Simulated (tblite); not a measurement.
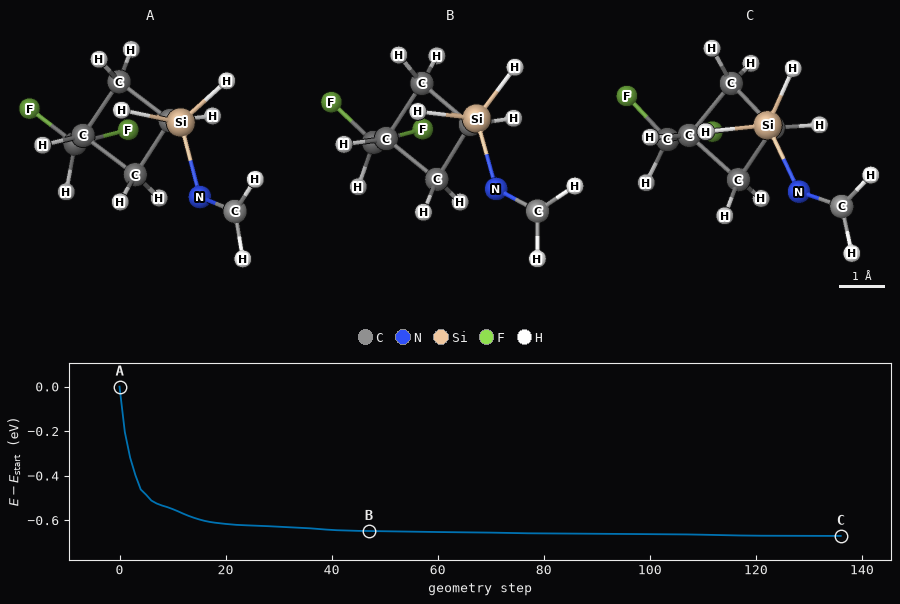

Frames of a relaxation of C6H11F2NSi, marked on the history of the run. Style: ball-and-stick. Shown from a free direction.

Theory: GFN2-xTB geometry optimisation, gas phase (tblite). 

### What happens along the run?

After 136 geometry steps the energy has fallen by 0.670 eV. The largest move after the best rigid fit is that of an H atom, 0.83 Å. By element the largest moves are H 0.83 Å, F 0.40 Å, Si 0.34 Å, N 0.30 Å, C 0.29 Å. Some distances before and after: C–N 1.297 → 1.247 Å, N–Si 1.768 → 1.720 Å, C–F 1.392 → 1.356 Å, C–C 1.503 → 1.536 Å. Among the angles between lasting bonds that change: C–N–Si 123.2° → 135.4°, C–C–H 108.3° → 116.9°, N–Si–H 111.5° → 119.8°. Groups turn about N–Si by about 25°, C–Si by about 20°. From step 0 to 47: an H atom moves most (0.54 Å), energy −0.648 eV. From step 47 to 136: an H atom moves most (0.52 Å), energy −0.022 eV.
